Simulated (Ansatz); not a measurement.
The structure below was relaxed with PBEsol/PAW in Ansatz (a quantum-chemistry and plane-wave program), no spin-orbit coupling.

```xyz
1
Lattice="0.0000 1.9103 1.9103 1.9103 0.0000 1.9103 1.9103 1.9103 0.0000" Properties=species:S:1:pos:R:3 pbc="T T T"
Os     0.0000     0.0000     0.0000
```

Question: Find the space group and the Wyckoff positions.

Answer: Space group Fm-3m (No. 225); a = b = c = 3.8205 Å, α = β = γ = 90.00°

```json
[
 {"atom": "Os", "site": "4a", "symmetry": "m-3m", "x": "0.0000", "y": "0.0000", "z": "0.0000"}
]
```

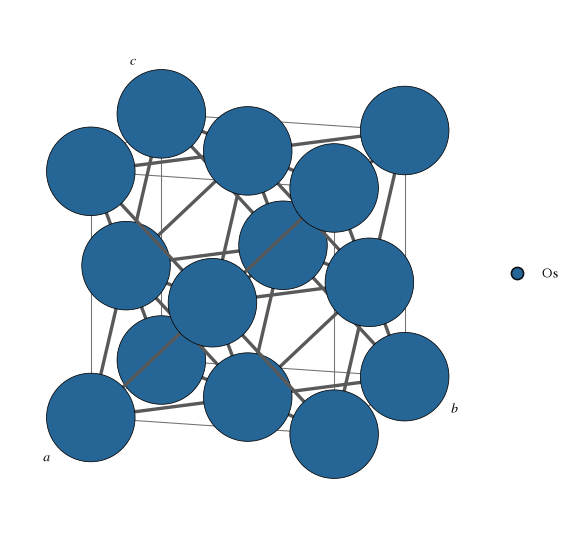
*The conventional cell*

Whether these cells are dynamically stable was not tested. All final runs are without spin polarisation. The cell was made from Pd by this change: Pd → Os; the result is a model cell. This is not the structure that Os has at room temperature and ambient pressure.
